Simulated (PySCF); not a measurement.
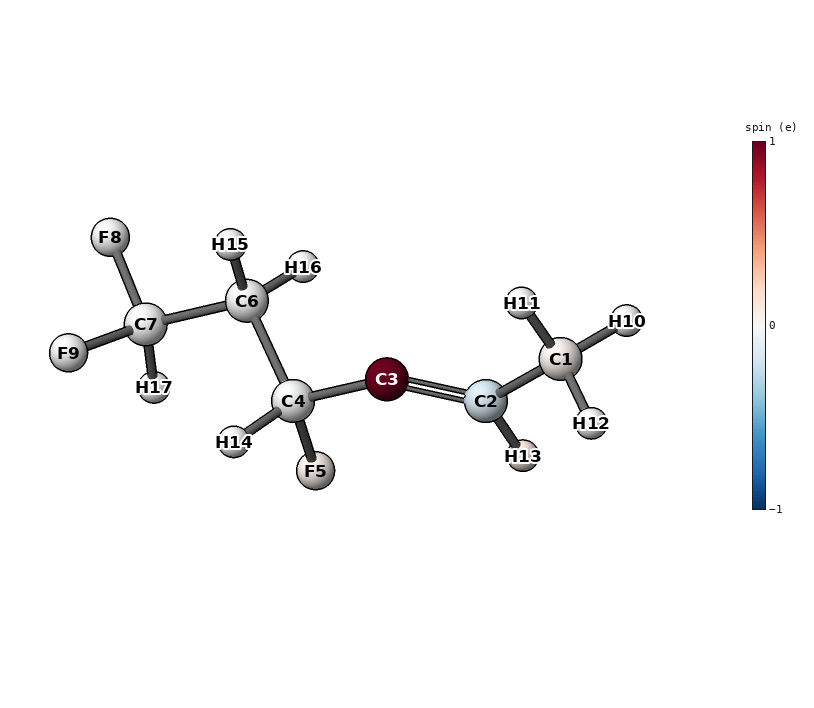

Atoms are coloured by their Mulliken spin populations. Charge 0, doublet. The computed structure is the end point of a GFN2-xTB optimisation. No frequency run is at hand to confirm it as a minimum. Properties computed with UKS B3LYP, pcH-1 on C F H, non-relativistic (PySCF 2.14.0).

Which atom carries the largest spin population?

C3 (0.98 e).

Which atom has the lowest spin population?

C2 (−0.16 e); a negative value comes from spin polarisation.

List the Mulliken spin populations.

| atom | value (e) |
| --- | --- |
| C1 | 0.04 |
| C2 | −0.16 |
| C3 | 0.98 |
| C4 | −0.01 |
| F5 | 0.05 |
| C6 | 0.00 |
| C7 | 0.00 |
| F8 | 0.00 |
| F9 | 0.00 |
| H10 | 0.00 |
| H11 | 0.01 |
| H12 | 0.00 |
| H13 | 0.09 |
| H14 | 0.00 |
| H15 | 0.00 |
| H16 | 0.00 |
| H17 | 0.00 |

Mulliken values depend strongly on the basis set.
